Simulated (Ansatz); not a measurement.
**PbSe, response to strain**

Base system: PbSe in the rock salt structure (space group Fm-3m, No. 225; a = 6.041 Å).

Strains are applied to the cell and any free atomic positions relax.

Computed with DFT with LDA, PAW potentials and a 420 eV plane-wave cutoff in Ansatz (a program for electronic structure), spin-orbit coupling left out.

Notes on the quantities. energy relative to the base: free energy F.

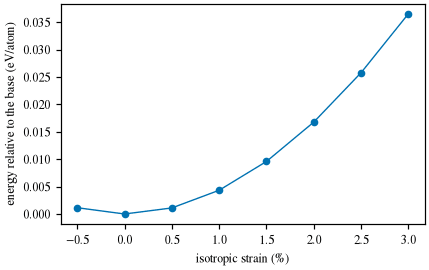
Figure: Energy relative to the base against isotropic strain

Problem. From the plot, what is the energy relative to the base for isotropic strain +2.00 %?

Solution. About 0.017 eV/atom.

Problem. Is the trend monotonic over the range shown?

Solution. No, it turns within the range, spanning 0 meV/atom to +37 meV/atom.

Whether these cells are dynamically stable was not tested. The final runs are not spin-polarised.
